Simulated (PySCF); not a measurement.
Geometry relaxation, with input and output: SiF (charge +1) (part 2 of 2)

SiF, charge +1; UKS-m06l/ano-rcc-vdzp, optimize (PySCF 2.14.0). 

Geometry of the input (Å):
```
Si 0.0000  0.0000  0.0000
F  0.0000  0.0000  1.4820
```

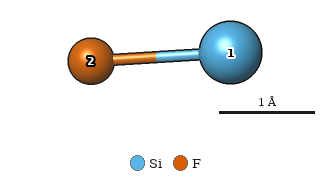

The input geometry (ball-and-stick view, seen at a tilt; atoms are numbered from 1 in the order of the input).

Log, continued:
```
******** <class 'pyscf.scf.hf.DFsfX2C1eSymAdaptedUKS_Scanner'> ********
method = DFsfX2C1eSymAdaptedUKS_Scanner
initial guess = minao
damping factor = 0
level_shift factor = 0
DIIS = <class 'pyscf.scf.diis.CDIIS'>
diis_start_cycle = 1
diis_space = 8
diis_damp = 0
SCF conv_tol = 1e-09
SCF conv_tol_grad = None
SCF max_cycles = 50
direct_scf = False
number electrons alpha = 11  beta = 11
XC library pyscf.dft.libxc version 7.0.0
    S. Lehtola, C. Steigemann, M. J.T. Oliveira, and M. A.L. Marques.,  SoftwareX 7, 1–5 (2018)
XC functionals = m06l
    Y. Zhao and D. G. Truhlar.,  J. Chem. Phys. 125, 194101 (2006)
    Y. Zhao and D. G. Truhlar.,  J. Chem. Phys. 125, 194101 (2006)
    Y. Zhao and D. G. Truhlar.,  Theor. Chem. Acc. 120, 215 (2008)
radial grids:
    Treutler-Ahlrichs [JCP 102, 346 (1995); DOI:10.1063/1.469408] (M4) radial grids

becke partition: Becke, JCP 88, 2547 (1988); DOI:10.1063/1.454033
pruning grids: <function nwchem_prune>
grids dens level: 3
symmetrized grids: True
atomic radii adjust function: <function treutler_atomic_radii_adjust>
User specified grid scheme (99, 590)
small_rho_cutoff = 0

******** <class 'pyscf.x2c.sfx2c1e.SpinFreeX2CHelper'> ********
approx = 1e
xuncontract = 1
Freeze 0 electrons in irreps []
    22 free electrons in irreps A1 E1x E1y E2x E2y
Set gradient conv threshold to 3.16228e-05
tot grids = 62016
init E= -389.726088394757
alpha HOMO (A1) = -0.624585813137232  LUMO (E1x) = -0.398480460369383
beta  HOMO (A1) = -0.624585813137231  LUMO (E1x) = -0.398480460369384
  HOMO = -0.624585813137  LUMO = -0.398480460369  gap/eV = 6.15264
cycle= 1 E= -389.737838424033  delta_E= -0.0118  |g|= 0.00604  |ddm|= 0.0292
alpha HOMO (A1) = -0.622230493894826  LUMO (E1x) = -0.395933769975684
beta  HOMO (A1) = -0.622230493894827  LUMO (E1x) = -0.395933769975684
  HOMO = -0.622230493895  LUMO = -0.395933769976  gap/eV = 6.15785
cycle= 2 E= -389.737812489152  delta_E= 2.59e-05  |g|= 0.0108  |ddm|= 0.0184
alpha HOMO (A1) = -0.622470656436882  LUMO (E1x) = -0.395896473508231
beta  HOMO (A1) = -0.622470656436879  LUMO (E1x) = -0.395896473508231
  HOMO = -0.622470656437  LUMO = -0.395896473508  gap/eV = 6.16540
cycle= 3 E= -389.737860837184  delta_E= -4.83e-05  |g|= 0.0022  |ddm|= 0.00937
alpha HOMO (A1) = -0.622321960736038  LUMO (E1x) = -0.395918637348672
beta  HOMO (A1) = -0.622321960736038  LUMO (E1x) = -0.395918637348672
  HOMO = -0.622321960736  LUMO = -0.395918637349  gap/eV = 6.16075
cycle= 4 E= -389.737862779719  delta_E= -1.94e-06  |g|= 0.000229  |ddm|= 0.00206
alpha HOMO (A1) = -0.622324551027793  LUMO (E1x) = -0.395914882359856
beta  HOMO (A1) = -0.622324551027795  LUMO (E1x) = -0.395914882359855
  HOMO = -0.622324551028  LUMO = -0.39591488236  gap/eV = 6.16092
cycle= 5 E= -389.737862801761  delta_E= -2.2e-08  |g|= 1.06e-05  |ddm|= 0.000198
alpha HOMO (A1) = -0.622331053529781  LUMO (E1x) = -0.395920456213165
beta  HOMO (A1) = -0.622331053529781  LUMO (E1x) = -0.395920456213166
  HOMO = -0.62233105353  LUMO = -0.395920456213  gap/eV = 6.16095
cycle= 6 E= -389.737862801859  delta_E= -9.85e-11  |g|= 1.48e-06  |ddm|= 2.24e-05
alpha HOMO (A1) = -0.622331117536224  LUMO (E1x) = -0.39592046443809
beta  HOMO (A1) = -0.622331117536223  LUMO (E1x) = -0.39592046443809
  HOMO = -0.622331117536  LUMO = -0.395920464438  gap/eV = 6.16095
Extra cycle  E= -389.737862801856  delta_E= 3.69e-12  |g|= 3.45e-06  |ddm|= 4.18e-06
converged SCF energy = -389.737862801856  <S^2> = 1.7763568e-15  2S+1 = 1

******** <class 'pyscf.grad.rhf.Gradients_Scanner'> for <class 'pyscf.scf.hf.DFsfX2C1eSymAdaptedUKS_Scanner'> ********
unit = Eh/Bohr
grid_response = True
--------------- DFsfX2C1eSymAdaptedUKS_Scanner gradients ---------------
         x                y                z
0 Si     0.0000000000     0.0000000000     0.0068029891
1 F     0.0000000000     0.0000000000    -0.0068029891
----------------------------------------------
cycle 3: E = -389.737862802  dE = -0.000925576  norm(grad) = 0.00962088
Step    2 : Displace = 1.361e-02/1.361e-02 (rms/max) Trust = 1.414e-01 (+) Grad = 6.803e-03/6.803e-03 (rms/max) E (change) = -389.7378628019 (-9.256e-04) Quality = 1.207
Hessian Eigenvalues: 5.00000e-02 5.00000e-02 5.00000e-02 ... 5.00000e-02 5.00000e-02 4.47482e-01

Geometry optimization cycle 4
Cartesian coordinates (Angstrom)
 Atom        New coordinates             dX        dY        dZ
  Si  -0.000000   0.000000  -0.049205   -0.000000  0.000000 -0.004022
   F  -0.000000   0.000000   1.531205   -0.000000  0.000000  0.004022
New geometry
   1 Si     0.000000000000   0.000000000000  -0.049204796020 AA    0.000000000000   0.000000000000  -0.092983588493 Bohr
   2 F      0.000000000000   0.000000000000   1.531204796020 AA    0.000000000000   0.000000000000   2.893557705099 Bohr

******** <class 'pyscf.scf.hf.DFsfX2C1eSymAdaptedUKS_Scanner'> ********
method = DFsfX2C1eSymAdaptedUKS_Scanner
initial guess = minao
damping factor = 0
level_shift factor = 0
DIIS = <class 'pyscf.scf.diis.CDIIS'>
diis_start_cycle = 1
diis_space = 8
diis_damp = 0
SCF conv_tol = 1e-09
SCF conv_tol_grad = None
SCF max_cycles = 50
direct_scf = False
number electrons alpha = 11  beta = 11
XC library pyscf.dft.libxc version 7.0.0
    S. Lehtola, C. Steigemann, M. J.T. Oliveira, and M. A.L. Marques.,  SoftwareX 7, 1–5 (2018)
XC functionals = m06l
    Y. Zhao and D. G. Truhlar.,  J. Chem. Phys. 125, 194101 (2006)
    Y. Zhao and D. G. Truhlar.,  J. Chem. Phys. 125, 194101 (2006)
    Y. Zhao and D. G. Truhlar.,  Theor. Chem. Acc. 120, 215 (2008)
radial grids:
    Treutler-Ahlrichs [JCP 102, 346 (1995); DOI:10.1063/1.469408] (M4) radial grids

becke partition: Becke, JCP 88, 2547 (1988); DOI:10.1063/1.454033
pruning grids: <function nwchem_prune>
grids dens level: 3
symmetrized grids: True
atomic radii adjust function: <function treutler_atomic_radii_adjust>
User specified grid scheme (99, 590)
small_rho_cutoff = 0

******** <class 'pyscf.x2c.sfx2c1e.SpinFreeX2CHelper'> ********
approx = 1e
xuncontract = 1
Freeze 0 electrons in irreps []
    22 free electrons in irreps A1 E1x E1y E2x E2y
Set gradient conv threshold to 3.16228e-05
tot grids = 62016
init E= -389.734339163239
alpha HOMO (A1) = -0.623308992156269  LUMO (E1x) = -0.397485487665593
beta  HOMO (A1) = -0.623308992156269  LUMO (E1x) = -0.397485487665594
  HOMO = -0.623308992156  LUMO = -0.397485487666  gap/eV = 6.14497
cycle= 1 E= -389.737916822172  delta_E= -0.00358  |g|= 0.00198  |ddm|= 0.00858
alpha HOMO (A1) = -0.622531920636815  LUMO (E1x) = -0.396690645309685
beta  HOMO (A1) = -0.622531920636815  LUMO (E1x) = -0.396690645309685
  HOMO = -0.622531920637  LUMO = -0.39669064531  gap/eV = 6.14545
cycle= 2 E= -389.737913061384  delta_E= 3.76e-06  |g|= 0.00383  |ddm|= 0.00599
alpha HOMO (A1) = -0.622627202575271  LUMO (E1x) = -0.396680242271787
beta  HOMO (A1) = -0.622627202575271  LUMO (E1x) = -0.396680242271787
  HOMO = -0.622627202575  LUMO = -0.396680242272  gap/eV = 6.14833
cycle= 3 E= -389.737919174338  delta_E= -6.11e-06  |g|= 0.000602  |ddm|= 0.00316
alpha HOMO (A1) = -0.622588594408805  LUMO (E1x) = -0.396691660205978
beta  HOMO (A1) = -0.622588594408803  LUMO (E1x) = -0.396691660205978
  HOMO = -0.622588594409  LUMO = -0.396691660206  gap/eV = 6.14697
cycle= 4 E= -389.73791932616  delta_E= -1.52e-07  |g|= 6.98e-05  |ddm|= 0.000624
alpha HOMO (A1) = -0.622589869049456  LUMO (E1x) = -0.396690992338097
beta  HOMO (A1) = -0.622589869049457  LUMO (E1x) = -0.396690992338097
  HOMO = -0.622589869049  LUMO = -0.396690992338  gap/eV = 6.14702
cycle= 5 E= -389.737919328223  delta_E= -2.06e-09  |g|= 3.2e-06  |ddm|= 6.09e-05
alpha HOMO (A1) = -0.622591757875542  LUMO (E1x) = -0.396692625563974
beta  HOMO (A1) = -0.622591757875542  LUMO (E1x) = -0.396692625563975
  HOMO = -0.622591757876  LUMO = -0.396692625564  gap/eV = 6.14703
cycle= 6 E= -389.737919328233  delta_E= -9.15e-12  |g|= 4.27e-07  |ddm|= 6.76e-06
alpha HOMO (A1) = -0.622591778476501  LUMO (E1x) = -0.396692627352023
beta  HOMO (A1) = -0.6225917784765  LUMO (E1x) = -0.396692627352023
  HOMO = -0.622591778477  LUMO = -0.396692627352  gap/eV = 6.14703
Extra cycle  E= -389.737919328232  delta_E= 2.84e-13  |g|= 1e-06  |ddm|= 1.21e-06
converged SCF energy = -389.737919328232  <S^2> = -7.1054274e-15  2S+1 = 1

******** <class 'pyscf.grad.rhf.Gradients_Scanner'> for <class 'pyscf.scf.hf.DFsfX2C1eSymAdaptedUKS_Scanner'> ********
unit = Eh/Bohr
grid_response = True
--------------- DFsfX2C1eSymAdaptedUKS_Scanner gradients ---------------
         x                y                z
0 Si     0.0000000000     0.0000000000     0.0006816009
1 F     0.0000000000     0.0000000000    -0.0006816009
----------------------------------------------
cycle 4: E = -389.737919328  dE = -5.65264e-05  norm(grad) = 0.000963929
Step    3 : Displace = 4.022e-03/4.022e-03 (rms/max) Trust = 2.000e-01 (+) Grad = 6.816e-04/6.816e-04 (rms/max) E (change) = -389.7379193282 (-5.653e-05) Quality = 1.093
Hessian Eigenvalues: 5.00000e-02 5.00000e-02 5.00000e-02 ... 5.00000e-02 5.00000e-02 4.02648e-01

Geometry optimization cycle 5
Cartesian coordinates (Angstrom)
 Atom        New coordinates             dX        dY        dZ
  Si  -0.000000  -0.000000  -0.049653   -0.000000 -0.000000 -0.000448
   F  -0.000000  -0.000000   1.531653   -0.000000 -0.000000  0.000448
New geometry
   1 Si     0.000000000000   0.000000000000  -0.049652690002 AA    0.000000000000   0.000000000000  -0.093829985452 Bohr
   2 F      0.000000000000   0.000000000000   1.531652689999 AA    0.000000000000   0.000000000000   2.894404102052 Bohr

******** <class 'pyscf.scf.hf.DFsfX2C1eSymAdaptedUKS_Scanner'> ********
method = DFsfX2C1eSymAdaptedUKS_Scanner
initial guess = minao
damping factor = 0
level_shift factor = 0
DIIS = <class 'pyscf.scf.diis.CDIIS'>
diis_start_cycle = 1
diis_space = 8
diis_damp = 0
SCF conv_tol = 1e-09
SCF conv_tol_grad = None
SCF max_cycles = 50
direct_scf = False
number electrons alpha = 11  beta = 11
XC library pyscf.dft.libxc version 7.0.0
    S. Lehtola, C. Steigemann, M. J.T. Oliveira, and M. A.L. Marques.,  SoftwareX 7, 1–5 (2018)
XC functionals = m06l
    Y. Zhao and D. G. Truhlar.,  J. Chem. Phys. 125, 194101 (2006)
    Y. Zhao and D. G. Truhlar.,  J. Chem. Phys. 125, 194101 (2006)
    Y. Zhao and D. G. Truhlar.,  Theor. Chem. Acc. 120, 215 (2008)
radial grids:
    Treutler-Ahlrichs [JCP 102, 346 (1995); DOI:10.1063/1.469408] (M4) radial grids

becke partition: Becke, JCP 88, 2547 (1988); DOI:10.1063/1.454033
pruning grids: <function nwchem_prune>
grids dens level: 3
symmetrized grids: True
atomic radii adjust function: <function treutler_atomic_radii_adjust>
User specified grid scheme (99, 590)
small_rho_cutoff = 0

******** <class 'pyscf.x2c.sfx2c1e.SpinFreeX2CHelper'> ********
approx = 1e
xuncontract = 1
Freeze 0 electrons in irreps []
    22 free electrons in irreps A1 E1x E1y E2x E2y
Set gradient conv threshold to 3.16228e-05
tot grids = 62016
init E= -389.737518110119
alpha HOMO (A1) = -0.622700813336706  LUMO (E1x) = -0.396867484568584
beta  HOMO (A1) = -0.622700813336706  LUMO (E1x) = -0.396867484568585
  HOMO = -0.622700813337  LUMO = -0.396867484569  gap/eV = 6.14524
cycle= 1 E= -389.737919887554  delta_E= -0.000402  |g|= 0.000225  |ddm|= 0.000953
alpha HOMO (A1) = -0.62261255278242  LUMO (E1x) = -0.396777898737078
beta  HOMO (A1) = -0.62261255278242  LUMO (E1x) = -0.39677789873708
  HOMO = -0.622612552782  LUMO = -0.396777898737  gap/eV = 6.14527
cycle= 2 E= -389.737919837775  delta_E= 4.98e-08  |g|= 0.000437  |ddm|= 0.000677
alpha HOMO (A1) = -0.622623568486488  LUMO (E1x) = -0.396776785715254
beta  HOMO (A1) = -0.622623568486488  LUMO (E1x) = -0.396776785715256
  HOMO = -0.622623568486  LUMO = -0.396776785715  gap/eV = 6.14560
cycle= 3 E= -389.73791991759  delta_E= -7.98e-08  |g|= 6.68e-05  |ddm|= 0.000359
alpha HOMO (A1) = -0.622619392572853  LUMO (E1x) = -0.396778183577731
beta  HOMO (A1) = -0.622619392572853  LUMO (E1x) = -0.396778183577732
  HOMO = -0.622619392573  LUMO = -0.396778183578  gap/eV = 6.14545
cycle= 4 E= -389.737919919467  delta_E= -1.88e-09  |g|= 7.81e-06  |ddm|= 6.98e-05
alpha HOMO (A1) = -0.622619546148787  LUMO (E1x) = -0.396778122836114
beta  HOMO (A1) = -0.622619546148787  LUMO (E1x) = -0.396778122836114
  HOMO = -0.622619546149  LUMO = -0.396778122836  gap/eV = 6.14546
cycle= 5 E= -389.737919919493  delta_E= -2.61e-11  |g|= 3.59e-07  |ddm|= 6.82e-06
alpha HOMO (A1) = -0.622619791213684  LUMO (E1x) = -0.396778351118388
beta  HOMO (A1) = -0.622619791213684  LUMO (E1x) = -0.396778351118388
  HOMO = -0.622619791214  LUMO = -0.396778351118  gap/eV = 6.14546
Extra cycle  E= -389.737919919493  delta_E= 3.41e-13  |g|= 7.59e-07  |ddm|= 1.35e-06
converged SCF energy = -389.737919919493  <S^2> = 0  2S+1 = 1

******** <class 'pyscf.grad.rhf.Gradients_Scanner'> for <class 'pyscf.scf.hf.DFsfX2C1eSymAdaptedUKS_Scanner'> ********
unit = Eh/Bohr
grid_response = True
--------------- DFsfX2C1eSymAdaptedUKS_Scanner gradients ---------------
         x                y                z
0 Si     0.0000000000     0.0000000000     0.0000175022
1 F     0.0000000000     0.0000000000    -0.0000175022
----------------------------------------------
cycle 5: E = -389.737919919  dE = -5.91261e-07  norm(grad) = 2.47519e-05
```

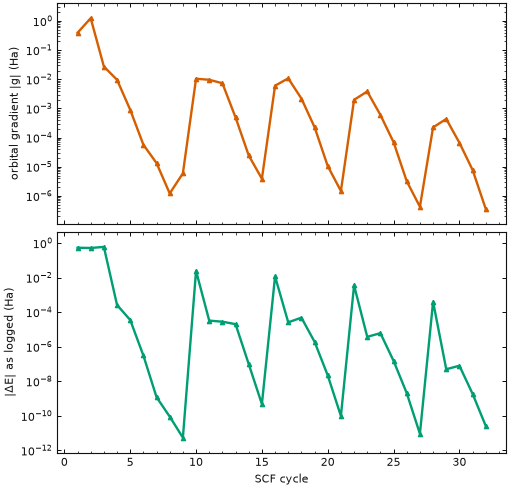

Convergence of the self-consistent field: orbital gradient |g| and size of the energy change against the SCF cycle. All cycles printed in the log are drawn one after another.

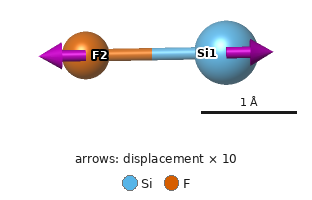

The starting structure with the displacements as pink arrows, magnified 10 times (ball-and-stick view, seen at a tilt). The two geometries are laid on each other by the best rigid fit. The largest moves after the best rigid fit, 0.050 Å, are those of Si1 and F2. By element the largest moves are F 0.050 Å, Si 0.050 Å. Distances before and after: Si1–F2 1.482 → 1.581 Å. (Atoms are counted from 1 in the order of the input.)

```
Step    4 : Displace = 4.479e-04/4.479e-04 (rms/max) Trust = 2.828e-01 (+) Grad = 1.750e-05/1.750e-05 (rms/max) E (change) = -389.7379199195 (-5.913e-07) Quality = 1.025
Hessian Eigenvalues: 5.00000e-02 5.00000e-02 5.00000e-02 ... 5.00000e-02 5.00000e-02 4.02648e-01
Converged! =D

    #| If this code has benefited your research, please support us by citing: |#
    #| Wang, L.-P.; Song, C.C. (2016) "Geometry optimization made simple with |#
    #| translation and rotation coordinates", J. Chem, Phys. 144, 214108.     |#
    #|                                     |#
optimised geometry (angstrom)
Si          0.00000000        0.00000000       -0.04965269
F           0.00000000        0.00000000        1.53165269
orbital energies (hartree): [array([-0.7288, -0.7288, -0.6184, -0.3869, -0.3869, -0.249 ]), array([-0.7288, -0.7288, -0.6184, -0.3869, -0.3869, -0.249 ])]
```

Summary:

| quantity | value |
| --- | --- |
| outcome | converged |
| SCF energy at the first geometry | −389.729485 hartree |
| wall time | 22 s |
